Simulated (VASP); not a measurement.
Band structure of AgI (space group F-43m). Method: PBE GGA, VASP's PBE PAW potentials (set 64) (plane waves; VASP 6.6.1).

Unless said otherwise, spin-orbit coupling is left out, though it shifts the bands of the heavy elements here.

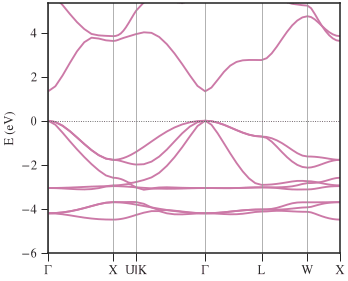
Fig. 1. Bands along high-symmetry lines, zero at the valence-band maximum or, without a gap, the Fermi level

Problem. Read the plot: is there a gap, and where are the band edges?

Solution. The gap is direct, 1.33 eV, from the valence maximum at Γ to the conduction minimum at Γ.

The structure is a typed AgI crystal (F-43m). The cell was not relaxed at this level.
